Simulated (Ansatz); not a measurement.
**CH8N2O2SSi (SMILES N[SiH](O)C(N)(O)S): density, localisation and related maps**

Input file:

```
crystal:
  periodic: [false, false, false]
  atoms:
    - { symbol: "N", position_ang: [-2.0242, 0.4544, 0.2206] }
    - { symbol: Si, position_ang: [-0.4695, 0.8217, 0.6951] }
    - { symbol: O, position_ang: [-0.5087, 0.2776, 2.2505] }
    - { symbol: C, position_ang: [0.9035, -0.1696, -0.4387] }
    - { symbol: "N", position_ang: [0.2852, -1.4923, -0.7883] }
    - { symbol: O, position_ang: [2.0779, -0.4114, 0.1731] }
    - { symbol: S, position_ang: [1.062, 0.771, -1.9569] }
    - { symbol: H, position_ang: [-1.94302, 0.05924, -0.77523] }
    - { symbol: H, position_ang: [-2.30883, -0.42129, 0.78844] }
    - { symbol: H, position_ang: [-0.2866, 2.2925, 0.7142] }
    - { symbol: H, position_ang: [0.3964, 0.0992, 2.6516] }
    - { symbol: H, position_ang: [0.0698, -1.9491, 0.1218] }
    - { symbol: H, position_ang: [-0.6794, -1.2928, -1.2202] }
    - { symbol: H, position_ang: [2.3866, -1.1703, -0.3221] }
    - { symbol: H, position_ang: [1.7142, -0.2005, -2.6037] }
basis:
  gaussian: { orbitals: def2-SVP }
hamiltonian:
  xc: b3lyp
  dispersion: d4
relax:
  f_tol: 0.015
  max_steps: 40
output:
  orbitals: {}
```

Launched as:

```sh
ansatz run input.yaml --threads 2 --pin off --max-ram 3072MiB --backend cpu --events-out ev --progress --plain --runs-dir out
```

The fields are those of the relaxed geometry.

Theory: RKS B3LYP-D4/def2-SVP (Ansatz).

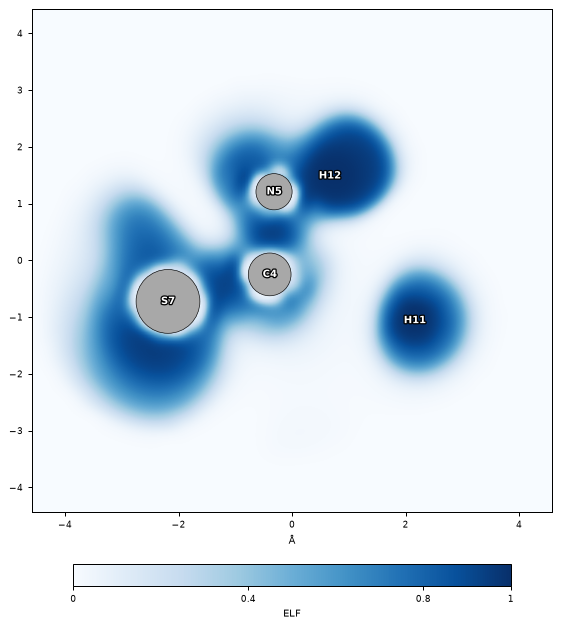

Figure 1. Electron localisation function on the plane of atoms N5, C4 and S7. Grey discs cover the atomic cores.

### Interpret the plot.

The section cuts through C, N, S and H sites.
C–N (1.46 Å): the ELF peaks at about 0.95 between the atoms: a shared electron pair.
C–S (1.85 Å): the ELF peaks at about 0.90 between the atoms; a shared electron pair.
The ELF also peaks beside S7, away from the bonds: lone-pair regions.

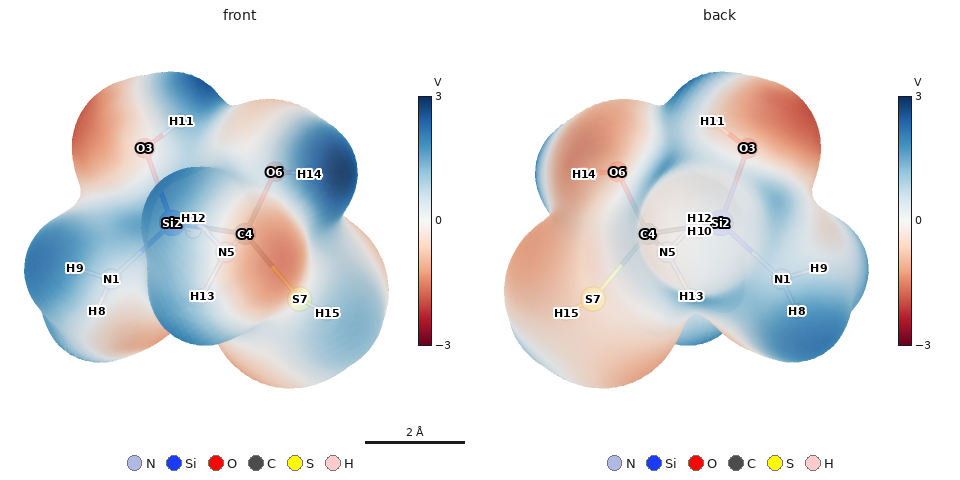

Figure 2. The molecular electrostatic potential painted on the density surface at 0.004 e/bohr³, seen from the front and from behind; red is negative and blue positive.

### Where is the surface potential most negative and most positive?

The most negative region (about −1.8 V) lies over O3, the most positive (about +2.7 V) over H14. O3 is the likeliest acceptor of a hydrogen bond.

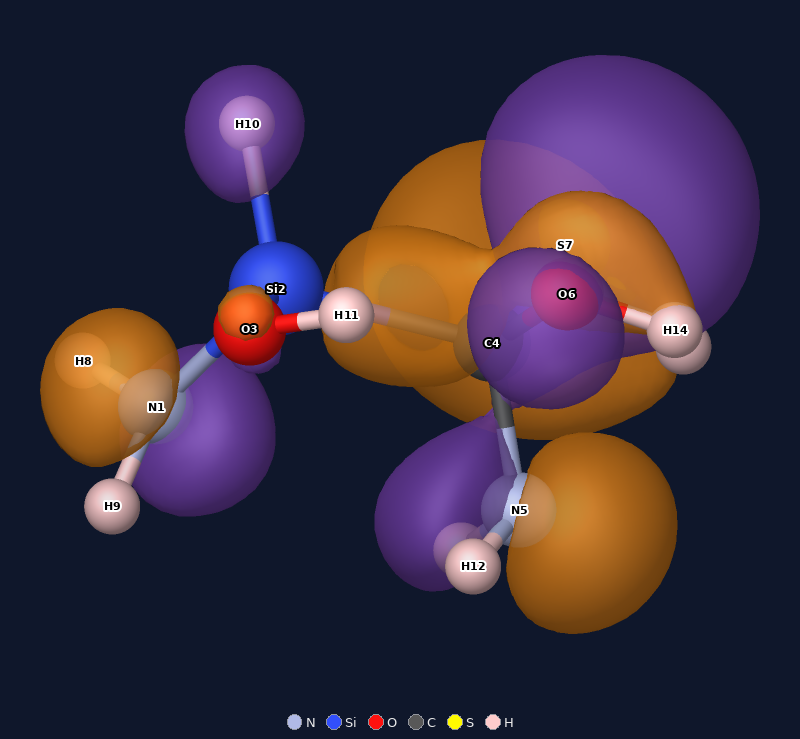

Figure 3. The HOMO−1 at ±0.08 Å⁻³ᐟ² (orange and purple are the two phases), seen from one side.

### Where does this orbital lie, and at what energy?

It lies mainly on S7 (about 55 %), N5 (about 10 %), O6 (about 10 %) and C4 (about 5 %). Its energy is −6.60 eV.
